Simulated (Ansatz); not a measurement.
Cost and result by functional for the adsorption energy of N on the 1x1 (110) surface of bcc Mo, one in a 2x2 cell, started at the site 'hollow Mo-Mo-Mo', in Ansatz (plane waves, PAW). Single points on the PBE structure, on one kind of machine; costs are rough ratios of the slab run's core time (references not counted) to the cheapest single point. r2SCAN's cost holds its higher cutoff (500 against 420 eV). Differences are taken against r2SCAN for comparison alone: no measured value is at hand, so the table doesn't rank accuracy.

Model: 17-atom slab, 6.5 Å thick at the start under the adsorbate (thin: gaps and levels are the slab's own), 6x6x1 mesh, Fermi-Dirac 0.1 eV, dipole correction, 8 atoms held, the rest relaxed; symmetry of the start imposed; no spin, no spin-orbit, no U, no dispersion correction. At the end it is bonded to 3 Mo. In PBE it is, or lies within 0.03 eV of, the lowest of the starts that converged. These notes are the PBE run's. Adsorption energies are against ½ N2(g). A negative adsorption energy means that the adsorbate is more stable on the surface than in its reference.

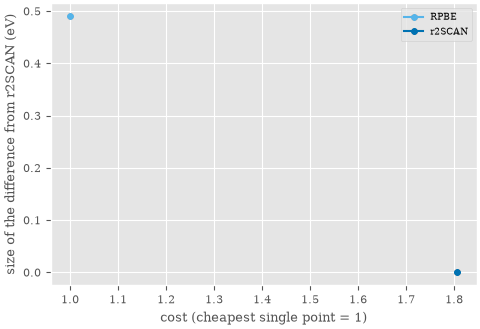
*Difference from r2SCAN against cost*

| functional | relative cost | adsorption energy (eV) | less r2SCAN (eV) |
|---|---|---|---|
| RPBE | 1 | -1.55 | 0.49 |
| r2SCAN | 2 | -2.04 | 0.00 |
| PBE (the relaxed run's value) | – | -1.79 | 0.25 |

The values span 0.49 eV, while the single points' costs differ by a factor of roughly 2. Differences are of unrounded values.

Ansatz is a first-principles code.
